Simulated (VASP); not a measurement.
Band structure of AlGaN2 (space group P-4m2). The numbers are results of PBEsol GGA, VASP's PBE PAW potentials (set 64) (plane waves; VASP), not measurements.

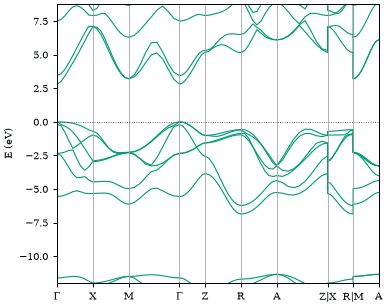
Fig. 1. Bands along high-symmetry lines, zero at the valence-band maximum or, without a gap, the Fermi level

Read the plot: is there a gap, and where are the band edges?

The gap is direct, 2.80 eV, from the valence maximum at Γ to the conduction minimum at Γ. (Edges off the drawn lines would not show.)

The structure comes from a computed database's AlGaN2 entry (P-4m2); how it stands against other phases isn't given here. It was relaxed first.
